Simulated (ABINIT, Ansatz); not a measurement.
# NaCl (Fm-3m): G0W0 with ABINIT, start to end, part 2 of 2

Aim: the G0W0 gap of NaCl (Fm-3m) on PBE, step by step.

ABINIT 10.8.3; PBE and many-body steps on it, plane waves. Known limits of the many-body steps: not at the basis limit.

So far. Step 2 (Ground state): The gap is direct, at Γ. Step 3 (Bands along the symmetry lines): The gap is 5.150 eV, as in the run before at this level.

The database entry behind the starting cell differs from later determinations by our own check (an axis about 0.4 % short against later determinations), so it need not match the best structure at ambient conditions.

## Step 4: Empty states on the mesh, 6×6×6 mesh, 592 bands

Level of this step: DFT, PBE, plane waves, norm-conserving pseudopotentials (ABINIT).

The sums over transitions need many empty states on a uniform mesh; this step solves for them.

Input file run.abi:

```
acell 3*1.0 Angstrom
rprim 
  0.000000000000 2.810000000000 2.810000000000
  2.810000000000 0.000000000000 2.810000000000
  2.810000000000 2.810000000000 0.000000000000
ntypat 2
znucl 11 17
natom 2
typat 1 2
xred 
  0.000000000000 0.000000000000 0.000000000000
  0.500000000000 0.500000000000 0.500000000000
pp_dirpath "pseudos"
pseudos "Na.upf, Cl.upf"
ecut 38
ngkpt 6 6 6
nshiftk 1
shiftk 0 0 0
kptopt 1
chksymbreak 0
irdden 1
istwfk *1
nband 592
prtvol 0
optdriver 6
gwr_task "HDIAGO"
paral_kgb 0
occopt 1
indata_prefix "in"
outdata_prefix "out"
tmpdata_prefix "tmp"
```

Run with:

```bash
$ OMP_NUM_THREADS=1 mpirun -n 4 abinit run.abi > log
```

Numbers of over 12 decimals in the logs are rounded to 6 here.

The log of the run:

```text
[banner, memory and clock lines left out]
.Version 10.8.3 of ABINIT. v10.8.2 released Aug 2026.

 Symmetries : space group Fm -3 m (#225); Bravais cF (face-center cubic)
[... echo of the input left out ...]
== DATASET  1 ==================================================================
-   mpi_nproc: 4, omp_nthreads: 1 (-1 if OMP is not activated)

--- !DatasetInfo
iteration_state: {dtset: 1, }
dimensions: {natom: 2, nkpt: 16, mband: 592, nsppol: 1, nspinor: 1, nspden: 1, mpw: 3383, }
cutoff_energies: {ecut:  38.0, pawecutdg:  -1.0, }
electrons: {nelect:   1.60000000E+01, charge:   0.00000000E+00, occopt:   1.00000000E+00, tsmear:   1.00000000E-02, }

.Using double precision arithmetic; gwpc =  8

- Reading GS density from: in_DEN

--- Pseudopotential description ------------------------------------------------
- Na Generated using ONCVPSP code by D. R. Hamann
- 11.00000   9.00000  171031                  znucl, zion, pspdat
12 -101130 1 -1 1992                          pspcod,pspxc,lmax,lloc,mmax
     nproj     2     2     0
  pspatm : epsatm=    9.36084378
         --- l  ekb(1:nproj) -->
             0    2.667291   -0.676599
             1   -6.743718   -2.407365
 pspatm: atomic psp has been read  and splines computed

- Cl Generated using ONCVPSP code by D. R. Hamann
- 17.00000   7.00000  171031                  znucl, zion, pspdat
12 -101130 2 -1 1028                          pspcod,pspxc,lmax,lloc,mmax
     nproj     2     2     2
  pspatm : epsatm=    9.12776517
         --- l  ekb(1:nproj) -->
             0    8.139296    0.698720
             1    3.821713    1.107519
             2   -2.938609   -0.805455
 pspatm: atomic psp has been read  and splines computed

   2.95817743E+02                                ecore*ucvol(ha*bohr**3)

 Total charge density [el/Bohr^3]
)     Maximum=    2.7006E+00  at reduced coord.    0.9778    0.9778    0.9778
)     Minimum=    1.9497E-03  at reduced coord.    0.2444    0.2444    0.2444
   Integrated=    1.6000E+01

 === KS gaps after direct diagonalization ===
 Direct band gap semiconductor
 Fundamental gap:     5.150 (eV)
   VBM:    -0.539 (eV) at k: [ 0.0000E+00,  0.0000E+00,  0.0000E+00]
   CBM:     4.611 (eV) at k: [ 0.0000E+00,  0.0000E+00,  0.0000E+00]
 Direct gap:         5.150 (eV) at k: [ 0.0000E+00,  0.0000E+00,  0.0000E+00]

== END DATASET(S) ==============================================================

 -outvars: echo values of variables after computation  --------
           etotal      0.0000000000E+00
            nband         592
             nkpt          16
          spgroup         225
 [... the other variables as echoed above ...]

 Calculation completed.
```

Wall time 63 s (4 MPI ranks of Intel Xeon 6975P-C (Granite Rapids), shared host); peak memory 2.8 GiB; 4.2 min of CPU time.

Numbers from this step:

```
gap                                                           : 5.150 eV
k of the valence top                                          : 0, 0, 0
k of the conduction bottom                                    : 0, 0, 0
least direct gap                                              : 5.150 eV
k points computed                                             : 16
lowest point of the top converged band, above the valence top : 311.7801 eV
```

On this mesh the gap is 5.150 eV.

## Step 5: Screening, 6×6×6 mesh, 584 bands, screening to 381 eV

The RPA dielectric matrix is built and inverted for each q.

This step: RPA screening on PBE, plane waves, norm-conserving pseudopotentials.

Edit run.abi of step 4 so:

```diff
@@ -20,10 +20,11 @@
 chksymbreak 0
-irdden 1
 istwfk *1
-nband 592
-prtvol 0
-optdriver 6
-gwr_task "HDIAGO"
-paral_kgb 0
 occopt 1
+irdwfk 1
+optdriver 3
+nband 584
+ecuteps 14
+inclvkb 2
+awtr 1
+symchi 1
 indata_prefix "in"
```

The log of the run:

```text
.Version 10.8.3 of ABINIT. v10.8.2 released Aug 2026.

 Symmetries : space group Fm -3 m (#225); Bravais cF (face-center cubic)
[... echo of the input left out ...]
== DATASET  1 ==================================================================
-   mpi_nproc: 4, omp_nthreads: 1 (-1 if OMP is not activated)

--- !DatasetInfo
iteration_state: {dtset: 1, }
dimensions: {natom: 2, nkpt: 16, mband: 584, nsppol: 1, nspinor: 1, nspden: 1, mpw: 3383, }
cutoff_energies: {ecut:  38.0, pawecutdg:  -1.0, }
electrons: {nelect:   1.60000000E+01, charge:   0.00000000E+00, occopt:   1.00000000E+00, tsmear:   1.00000000E-02, }

 SCREENING: Calculation of the susceptibility and dielectric matrices

 Based on a program developped by R.W. Godby, V. Olevano, G. Onida, and L. Reining.
 Incorporated in ABINIT by V. Olevano, G.-M. Rignanese, and M. Torrent.
.Using double precision arithmetic ; gwpc =  8

[... cell and pseudopotentials left out ...]
--------------------------------------------------------------------------------

 ==== K-mesh for the wavefunctions ====
 Number of points in the irreducible wedge :    16
[... list of points left out ...]
 Together with 48 symmetry operations and time-reversal symmetry
 yields   216 points in the full Brillouin Zone.

 ==== Q-mesh for the screening function ====
 Number of points in the irreducible wedge :    16
[... list of points left out ...]
 Together with 48 symmetry operations and time-reversal symmetry
 yields   216 points in the full Brillouin Zone.

 setmesh: FFT mesh size selected  =    36x   36x   36
          total number of points  =        46656

 vcoul_init : cutoff-mode = AUXILIARY_FUNCTION
 q-points for optical limit:   1
     1)      0.000010    0.000020    0.000030

- screening: taking advantage of time-reversal symmetry
- Maximum band index for partially occupied states nbvw = 8
- Remaining bands to be divided among processors   nbcw = 576
- Number of bands treated by each node ~144

 Number of electrons calculated from density =   16.0000; Expected =   16.0000
 average of density, n =  0.053429
 r_s =    1.6471
 omega_plasma =   22.2968 [eV]

 calculating chi0 at frequencies [eV] :
  1    0.000000E+00    0.000000E+00
  2    0.000000E+00    2.229681E+01

--------------------------------------------------------------------------------
  q-point number  1        q = ( 0.000000, 0.000000, 0.000000) [r.l.u.]
--------------------------------------------------------------------------------
[... chi0 elements left out ...]
 For q-point:  0.000010 0.000020 0.000030
  dielectric constant =   2.3522
  dielectric constant without local fields =   2.7678

  Average fulfillment of the sum rule on Im[epsilon] for q-point    1 :     96.10  [%]
[... wings left out ...]
  q-point number  2        q = ( 0.166667, 0.000000, 0.000000) [r.l.u.]
--------------------------------------------------------------------------------
[... chi0 elements left out ...]
  Average fulfillment of the sum rule on Im[epsilon] for q-point    2 :     99.68  [%]

 [... 14 further q-points ...]
```

Wall time 26 min (4 MPI ranks); peak memory 8.9 GiB; 1.8 h of CPU time.

This step gave:

* ε∞ with local fields, on this mesh, along the program's q direction: 2.352
* the same without local fields: 2.768
* plasma frequency: 22.30 eV
* plane waves in the screening matrix: 725

Local fields lower ε∞ by 15 %.

## Step 6: Self-energy, 6×6×6 mesh, 584 bands, screening to 381 eV

The self-energy is evaluated for the states that the input lists, and the levels follow from it, in one-shot runs by the linearised quasiparticle equation.

This step: G0W0 on PBE, plane waves, norm-conserving pseudopotentials.

Edit run.abi of step 5 so:

```diff
@@ -23,8 +23,15 @@
 irdwfk 1
-optdriver 3
+optdriver 4
 nband 584
+gwcalctyp 0
+ecutsigx 38
+symsigma 1
+nkptgw 1
+kptgw 
+  0.0000000000 0.0000000000 0.0000000000
+bdgw 
+  6 12
 ecuteps 14
-inclvkb 2
-awtr 1
-symchi 1
+irdscr 1
+ppmodel 1
 indata_prefix "in"
```

The log of the run:

```text
.Version 10.8.3 of ABINIT. v10.8.2 released Aug 2026.

 Symmetries : space group Fm -3 m (#225); Bravais cF (face-center cubic)
[... echo of the input left out ...]
== DATASET  1 ==================================================================
-   mpi_nproc: 4, omp_nthreads: 1 (-1 if OMP is not activated)

--- !DatasetInfo
iteration_state: {dtset: 1, }
dimensions: {natom: 2, nkpt: 16, mband: 584, nsppol: 1, nspinor: 1, nspden: 1, mpw: 3383, }
cutoff_energies: {ecut:  38.0, pawecutdg:  -1.0, }
electrons: {nelect:   1.60000000E+01, charge:   0.00000000E+00, occopt:   1.00000000E+00, tsmear:   1.00000000E-02, }

 SIGMA: Calculation of the GW corrections

 Based on a program developped by R.W. Godby, V. Olevano, G. Onida, and L. Reining.
 Incorporated in ABINIT by V. Olevano, G.-M. Rignanese, and M. Torrent.
.Using double precision arithmetic ; gwpc =  8

[... cell and pseudopotentials left out ...]
--------------------------------------------------------------------------------

 ==== K-mesh for the wavefunctions ====
 Number of points in the irreducible wedge :    16
[... list of points left out ...]
 Together with 48 symmetry operations and time-reversal symmetry
 yields   216 points in the full Brillouin Zone.

 ==== Q-mesh for screening function ====
 Number of points in the irreducible wedge :    16
[... list of points left out ...]
 Together with 48 symmetry operations and time-reversal symmetry
 yields   216 points in the full Brillouin Zone.

 vcoul_init : cutoff-mode = AUXILIARY_FUNCTION
 q-points for optical limit:   1
     1)      0.000010    0.000020    0.000030
 setmesh: FFT mesh size selected  =    45x   45x   45
          total number of points  =        91125

 Number of electrons calculated from density =   16.0000; Expected =   16.0000
 average of density, n =  0.053429
 r_s =    1.6471
 omega_plasma =   22.2968 [eV]

 === KS Band Gaps ===
  >>>> For spin  1
   Minimum direct gap =   5.1497 [eV], located at k-point      :   0.0000  0.0000  0.0000
   Fundamental gap    =   5.1497 [eV], Top of valence bands at :   0.0000  0.0000  0.0000
                                       Bottom of conduction at :   0.0000  0.0000  0.0000
 SIGMA fundamental parameters:
 PLASMON POLE MODEL  1
 number of plane-waves for SigmaX                 3383
 number of plane-waves for SigmaC and W            725
 number of plane-waves for wavefunctions          3383
 number of bands                                   584
 number of independent spin polarizations            1
 number of spinorial components                      1
 number of k-points in IBZ                          16
 number of q-points in IBZ                          16
 number of symmetry operations                      48
 number of k-points in BZ                          216
 number of q-points in BZ                          216
 number of frequencies for dSigma/dE                 9
 frequency step for dSigma/dE [eV]                0.25
 number of omega for Sigma on real axis              0
 max omega for Sigma on real axis  [eV]           0.00
 zcut for avoiding poles [eV]                     0.10

 EPSILON^-1 parameters (SCR file):
 dimension of the eps^-1 matrix on file            725
 dimension of the eps^-1 matrix used               725
 number of plane-waves for wavefunctions          3383
 number of bands                                   584
 number of q-points in IBZ                          16
 number of frequencies                               2
 number of real frequencies                          1
 number of imag frequencies                          1

 matrix elements of self-energy operator (all in [eV])

 Perturbative Calculation

--- !SelfEnergy_ee
iteration_state: {dtset: 1, }
kpoint     : [   0.000,    0.000,    0.000, ]
spin       : 1
KS_gap     :    5.150
QP_gap     :    8.217
Delta_QP_KS:    3.067
data: !SigmaeeData |
     Band     E0 <VxcDFT>   SigX SigC(E0)      Z dSigC/dE  Sig(E)    E-E0       E
        6  -0.539 -14.493 -18.976   1.514   0.808  -0.237 -16.892  -2.399  -2.938
        7  -0.539 -14.493 -18.976   1.514   0.808  -0.237 -16.892  -2.399  -2.938
        8  -0.539 -14.493 -18.976   1.514   0.808  -0.237 -16.892  -2.399  -2.938
        9   4.611  -8.179  -4.218  -3.188   0.863  -0.158  -7.511   0.668   5.279
       10  10.523  -8.377  -3.612  -3.415   0.855  -0.170  -7.223   1.154  11.677
       11  10.523  -8.377  -3.612  -3.415   0.855  -0.170  -7.223   1.154  11.677
       12  10.523  -8.377  -3.612  -3.415   0.855  -0.170  -7.223   1.154  11.677

== END DATASET(S) ==============================================================
================================================================================

 -outvars: echo values of variables after computation  --------
           etotal      0.0000000000E+00
            nband         584
             nkpt          16
          spgroup         225
 [... the other variables as echoed above ...]

 Calculation completed.
```

Run time: 4.3 min. Hardware: 4 MPI ranks; peak memory 9.6 GiB; 17 min of CPU time.

This step gave:

```
G0W0 gap on the points computed              : 8.217 eV
starting gap on the mesh                     : 5.150 eV
k of the valence top                         : 0, 0, 0
k of the conduction bottom                   : 0, 0, 0
Z at the valence top                         : 0.808
Z at the conduction bottom                   : 0.863
least direct G0W0 gap on the computed points : 8.217 eV
```

The gap on the mesh goes from 5.15 eV to 8.22 eV, a correction of +3.07 eV.

Limits: finite bands, cutoff and mesh. v1 is the top filled band, c1 the lowest empty one. The levels before and after the correction (eV, zero at the valence-band top of each column):

```tsv
	conduction bottom	valence top
Kohn-Sham	5.15	0.00
G0W0	8.22	0.00
```

```tsv
	level	energy (eV)
Kohn-Sham	Γ v3-v1	0.000
Kohn-Sham	Γ c1	5.150
Kohn-Sham	Γ c2-c4	11.062
G0W0	Γ v3-v1	0.000
G0W0	Γ c1	8.217
G0W0	Γ c2-c4	14.615
```

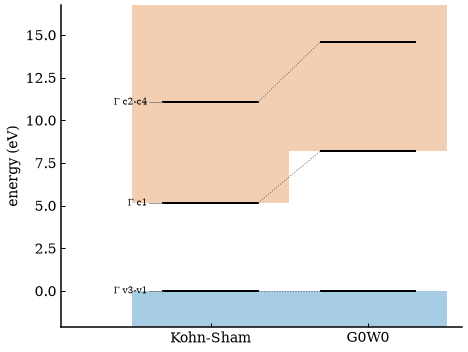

Levels before and after the correction. Shaded: valence and conduction bands.

## Step 7: Where the time went

Times are wall times on 4 MPI ranks of Intel Xeon 6975P-C (Granite Rapids), shared host, good to a factor of about two.

```tsv
step	time	share	memory (GiB)
ground state	5.5 s	0 %	0.36
bands along the symmetry lines	7.7 s	0 %	0.33
empty states on the mesh	63 s	3 %	2.8
screening	26 min	83 %	8.9
self-energy	4.3 min	14 %	9.6
```

## Step 8: What came out

```json
{
 "PBE gap": "5.15 eV, direct",
 "G0W0 gap on the mesh": "8.22 eV",
 "GW settings": "6×6×6 mesh, 584 bands, screening to 381 eV, Godby-Needs plasmon pole",
 "known limits": "not at the basis limit"
}
```

**Reading.** G0W0 moves the gap on the mesh from 5.15 eV to 8.22 eV (+3.07 eV), with Z of 0.81 and 0.86 at the edges. Local fields lower the RPA ε∞ on this mesh from 2.77 to 2.35. Only 1 of the mesh's irreducible points was corrected, so a valley elsewhere could overtake. The dearest step here is «screening». Bands and cutoff are finite, so the gap is not at the basis limit. The miss can reach some tenths of an eV and take either sign; the mesh is an error of its own. In the G0W0 run levels were corrected at 1 k point alone, so a gap called «on the mesh» is the least over those, and an edge elsewhere would be missed.

[Paths, hosts, dates, memory and timing lines, banners, echoed tables and standing remarks are left out of the program output.]

[Logs are printed without paths, hosts, clocks, repeated set-up lines and the standing remarks that a program may print on its own settings, such as how far it seeks lower states.]

[Runs of the session that timed out or met a known fault of the program may be left out.]

[Hosts, paths, dates, database ids (printed as entryN), source tags and the programs' standing remarks are cut or masked in the printed files.]

[G0W0 gaps are taken among the corrected bands and points alone; a level outside them can change the order at an edge.]

[Where Ansatz stands beside ABINIT at settings called matched, ABINIT's density can come from a denser mesh and the files from another edition; pairs whose starting gaps differed by over 0.03 eV were left out, so agreement reads better than it is.]
